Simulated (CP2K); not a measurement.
# CH3NO2Si (SMILES N[SiH]1OC1=O): levels of theory compared

Wanted: a comparison of 3 runs (PDG, PM3, GFN1-xTB) of CH3NO2Si. 

The results are computed with CP2K 2026.2.

3 further runs of the same task are left out: 1 that didn't finish, 2 set aside as unsound or not needed.

### 1 The system as given

CH3NO2Si has 8 atoms, charge 0, and is taken as a singlet. As SMILES, `N[SiH]1OC1=O`. The shape is that of a GFN2-xTB optimisation. This is one conformer, not always the lowest.

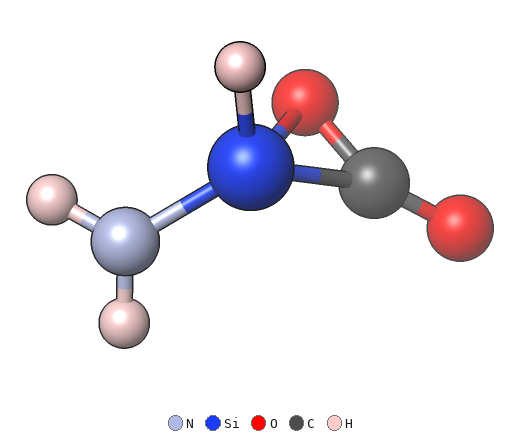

The structure, seen from a chosen angle (nitrogen light blue, silicon blue, oxygen red, carbon dark grey, hydrogen pink).

### 2 The energy at PDG (run 1)

Input file mol.inp:

```
&global
  project_name mol
  run_type ENERGY
  print_level MEDIUM
&end global

&force_eval
  method QUICKSTEP
  &dft
    &qs
      method PDG
      eps_default 1.0E-10
      &se
        &coulomb
          cutoff [angstrom] 50
          rc_range [angstrom] 0
        &end coulomb
        &exchange
          cutoff [angstrom] 50
          rc_range [angstrom] 0
        &end exchange
      &end se
    &end qs
    &poisson
      periodic NONE
      poisson_solver ANALYTIC
    &end poisson
    &scf
      scf_guess ATOMIC
      eps_scf 1.0E-07
      max_scf 100
      added_mos 8
      &diagonalization
        algorithm STANDARD
      &end diagonalization
      &mixing
        method DIRECT_P_MIXING
        alpha 0.4
      &end mixing
    &end scf
    &print
      &moments
        periodic F
        reference COM
        max_moment 1
      &end moments
      &mo ON
        energies T
        occupation_numbers T
        ndigits 6
        &each
          qs_scf 0
        &end each
        add_last NUMERIC
      &end mo
      &hirshfeld OFF
      &end hirshfeld
    &end print
  &end dft
  &subsys
    &cell
      abc 15.4 13.9 16.4
      periodic NONE
    &end cell
    &coord
      SCALED T
      N    0.45101104   0.51125612   0.59786372
      Si   0.53368117   0.45840288   0.54515274
      O    0.57728182   0.53637842   0.46311799
      C    0.53898896   0.46209065   0.43201006
      O    0.52267208   0.43069353   0.36669299
      H    0.38950260   0.51145827   0.57677348
      H    0.46218831   0.56930647   0.63330701
      H    0.61049740   0.44121942   0.59310823
    &end coord
  &end subsys
&end force_eval
```

Run with:

```console
$ OMP_NUM_THREADS=1 cp2k.psmp -i mol.inp -o mol.out
```

What it wrote:

```text
CP2K| version string:                                       CP2K version 2026.2
[...]
 GLOBAL| Method name                                                        CP2K
[...]
 GLOBAL| Run type                                                         ENERGY
[...]
                             - Atoms:                                          8
[...]
                             - Spherical basis functions:                     23
[...]
 Number of electrons:                                                         28
[...]
     1 P_Mix/Diag. 0.40E+00    0.0     0.77209876       -30.1570184709 -3.02E+01
[...]
    23 DIIS/Diag.  0.70E-07    0.0     0.00000008       -36.5243594669 -9.24E-14
  *** SCF run converged in    23 steps ***
  Core-core repulsion energy [eV]:                           1807.70984173094394
  Core Hamiltonian energy [eV]:                             -1604.39057310747626
  Two-electron integral energy [eV]:                        -2394.39526838244637
  Electronic energy [eV]:                                   -2801.58820729869967
  Total energy [eV]:                                         -993.87836556775562
  Atomic reference energy [eV]:                               991.37706056300976
  Heat of formation [kcal/mol]:                               -57.68146827420161
[...]
 SE_DIPOLE| Moment [Debye]          0.89043385      -0.40390699      -3.55565267
 SE_DIPOLE| Derivative [a.u.]       0.00000000       0.00000000       0.00000000
 ENERGY| Total FORCE_EVAL ( QS ) energy [hartree]            -36.524359466866699
[...]
```

Wall time 0.22 s (1 thread of Arm Neoverse V2, shared host).

### 3 A single-point energy at PM3 (run 2)

Input file molecule.xyz:

```xyz
8

N     -0.919640     0.294060     1.178510
Si     0.353480    -0.440600     0.314050
O      1.024930     0.643260    -1.031320
C      0.435220    -0.389340    -1.541490
O      0.183940    -0.825760    -2.612690
H     -1.866870     0.296870     0.832630
H     -0.747510     1.100960     1.759780
H      1.536450    -0.679450     1.100520
```

Input file qs.inp:

```
&FORCE_EVAL
  METHOD QUICKSTEP
  &DFT
    ! Quickstep
    &QS
      METHOD PM3
      EPS_DEFAULT 1.0E-14
      &SE
        &COULOMB
          CUTOFF [angstrom] 50
          RC_RANGE [angstrom] 0
        &END COULOMB
        &EXCHANGE
          CUTOFF [angstrom] 50
          RC_RANGE [angstrom] 0
        &END EXCHANGE
      &END SE
    &END QS
    ! isolated system
    &POISSON
      PERIODIC NONE
      POISSON_SOLVER ANALYTIC
    &END POISSON
    &SCF
      SCF_GUESS ATOMIC
      EPS_SCF 1.0E-06
      MAX_SCF 80
      ADDED_MOS 4
      &DIAGONALIZATION
        ALGORITHM STANDARD
      &END DIAGONALIZATION
      &MIXING
        METHOD DIRECT_P_MIXING
        ALPHA 0.4
      &END MIXING
    &END SCF
    ! extra output
    &PRINT
      &MOMENTS
        PERIODIC F
        REFERENCE COM
        MAX_MOMENT 1
      &END MOMENTS
      &MO ON
        ENERGIES T
        OCCUPATION_NUMBERS T
        NDIGITS 6
        &EACH
          QS_SCF 0
        &END EACH
        ADD_LAST NUMERIC
      &END MO
      &HIRSHFELD OFF
      &END HIRSHFELD
    &END PRINT
  &END DFT
  ! atoms, cell and kinds
  &SUBSYS
    ! box in angstrom
    &CELL
      ABC 11.4 9.9 12.4
      PERIODIC NONE
    &END CELL
    &TOPOLOGY
      COORD_FILE_NAME molecule.xyz
      COORD_FILE_FORMAT XYZ
      &CENTER_COORDINATES
      &END CENTER_COORDINATES
    &END TOPOLOGY
  &END SUBSYS
&END FORCE_EVAL

&GLOBAL
  PROJECT qs
  RUN_TYPE ENERGY
  PRINT_LEVEL MEDIUM
&END GLOBAL
```

Run with:

```console
$ OMP_NUM_THREADS=1 cp2k.psmp -i qs.inp -o qs.out
```

What it wrote:

```text
CP2K| version string:                                       CP2K version 2026.2
[...]
 GLOBAL| Method name                                                        CP2K
[...]
 GLOBAL| Run type                                                         ENERGY
[...]
                             - Atoms:                                          8
[...]
                             - Spherical basis functions:                     23
[...]
 Number of electrons:                                                         28
[...]
     1 P_Mix/Diag. 0.40E+00    0.0     0.78432687       -29.9693039438 -3.00E+01
[...]
    18 DIIS/Diag.  0.25E-06    0.0     0.00000089       -36.2562855281 -1.95E-11
  *** SCF run converged in    18 steps ***
  Core-core repulsion energy [eV]:                           1808.21304671485177
  Core Hamiltonian energy [eV]:                             -1593.06350615996303
  Two-electron integral energy [eV]:                        -2403.46648654654018
  Electronic energy [eV]:                                   -2794.79674943323334
  Total energy [eV]:                                         -986.58370271838135
  Atomic reference energy [eV]:                               983.49066606300971
  Heat of formation [kcal/mol]:                               -71.32712538824990
[...]
 SE_DIPOLE| Moment [Debye]          1.17490156      -0.43389199      -3.36008069
 SE_DIPOLE| Derivative [a.u.]       0.00000000       0.00000000       0.00000000
 ENERGY| Total FORCE_EVAL ( QS ) energy [hartree]            -36.256285528112691
[...]
```

Run time: 0.22 s. Hardware: 1 thread of Arm Neoverse V2, shared host.

### 4 A single-point energy at GFN1-xTB (run 3)

Input file molecule.pdb:

```
HETATM    1 N    MOL A   1      -0.920   0.294   1.179  1.00  0.00           N
HETATM    2 Si   MOL A   1       0.353  -0.441   0.314  1.00  0.00          SI
HETATM    3 O    MOL A   1       1.025   0.643  -1.031  1.00  0.00           O
HETATM    4 C    MOL A   1       0.435  -0.389  -1.541  1.00  0.00           C
HETATM    5 O    MOL A   1       0.184  -0.826  -2.613  1.00  0.00           O
HETATM    6 H    MOL A   1      -1.867   0.297   0.833  1.00  0.00           H
HETATM    7 H    MOL A   1      -0.748   1.101   1.760  1.00  0.00           H
HETATM    8 H    MOL A   1       1.536  -0.679   1.101  1.00  0.00           H
END
```

Input file molecule.inp:

```
&GLOBAL
  PROJECT molecule
  RUN_TYPE ENERGY
  PRINT_LEVEL MEDIUM
&END GLOBAL
&FORCE_EVAL
  METHOD QS
  &DFT
    &QS
      METHOD XTB
      EPS_DEFAULT 1.0E-10
      &XTB
        GFN_TYPE 1
        CHECK_ATOMIC_CHARGES F
      &END XTB
    &END QS
    &POISSON
      PERIODIC NONE
      POISSON_SOLVER ANALYTIC
    &END POISSON
    &SCF
      SCF_GUESS ATOMIC
      EPS_SCF 1.0E-07
      MAX_SCF 100
      ADDED_MOS 2
      &DIAGONALIZATION
        ALGORITHM STANDARD
      &END DIAGONALIZATION
      &MIXING
        METHOD BROYDEN_MIXING
        ALPHA 0.3
        NBUFFER 8
      &END MIXING
      &SMEAR ON
        METHOD FERMI_DIRAC
        ELECTRONIC_TEMPERATURE [K] 300
      &END SMEAR
    &END SCF
    &PRINT
      &MOMENTS
        PERIODIC F
        REFERENCE COM
        MAX_MOMENT 1
      &END MOMENTS
      &MO ON
        ENERGIES T
        OCCUPATION_NUMBERS T
        NDIGITS 6
        &EACH
          QS_SCF 0
        &END EACH
        ADD_LAST NUMERIC
      &END MO
      &HIRSHFELD OFF
      &END HIRSHFELD
    &END PRINT
  &END DFT
  &SUBSYS
    &CELL
      ABC 11.4 9.9 12.4
      PERIODIC NONE
    &END CELL
    &TOPOLOGY
      COORD_FILE_NAME molecule.pdb
      COORD_FILE_FORMAT PDB
      CONN_FILE_FORMAT OFF
      &CENTER_COORDINATES
      &END CENTER_COORDINATES
    &END TOPOLOGY
  &END SUBSYS
&END FORCE_EVAL
```

Run with:

```console
$ OMP_NUM_THREADS=1 cp2k.psmp -i molecule.inp -o molecule.out
```

What it wrote:

```text
CP2K| version string:                                       CP2K version 2026.2
[...]
 GLOBAL| Method name                                                        CP2K
[...]
 GLOBAL| Run type                                                         ENERGY
[...]
                             - Atoms:                                          8
[...]
                             - Spherical basis functions:                     31
[...]
 Number of electrons:                                                         28
[...]
     1 NoMix/Diag. 0.30E+00    0.0     1.33758178       -17.8014644096 -1.78E+01
[...]
    54 Broy./Diag. 0.30E+00    0.0     0.00000009       -18.2151113873  1.58E-07
  *** SCF run converged in    54 steps ***
[...]
  Fermi energy:                                                -0.30096761362996
[...]
 TB_DIPOLE| Moment [Debye]         -1.61733611      -0.40416160       4.74924294
 TB_DIPOLE| Derivative [a.u.]       0.00000000       0.00000000       0.00000000
[...]
 ENERGY| Total FORCE_EVAL ( QS ) energy [hartree]            -18.215111387325834
[...]
```

Run time: 0.3 s. Hardware: 1 thread of Arm Neoverse V2, shared host.

### 5 All runs side by side

```csv
run,level,SCF convergence threshold,iteration cap,energy (Eh),dipole moment (D),HOMO energy (eV),LUMO energy (eV),wall time
1,PDG,1e-07,100,-36.524359,3.69,-8.56,-0.75,0.22 s
2,PM3,1e-06,80,-36.256286,3.59,-8.66,-0.97,0.22 s
3,GFN1-xTB,1e-07,100,-18.215111,5.03,-10.80,-7.29,0.3 s
```

### 6 Outcome

```
                                        quantity         value
                             run 3: total energy  -18.21511 Eh
run 3: dipole moment (from atomic charges alone)        5.03 D
                              run 3: HOMO energy     -10.80 eV
                              run 3: LUMO energy      -7.29 eV
                            run 3: HOMO–LUMO gap       3.51 eV
                        run 3: dispersion energy  -6.04 kJ/mol
```

**Reading.** The dipole moment (its size) runs from 3.59 D (PM3) to 5.03 D (GFN1-xTB). Some of these are taken from atomic charges alone. Force-field and semi-empirical energies have zeros of their own, so their totals don't compare. All runs together took 0.74 s, the longest 0.3 s.
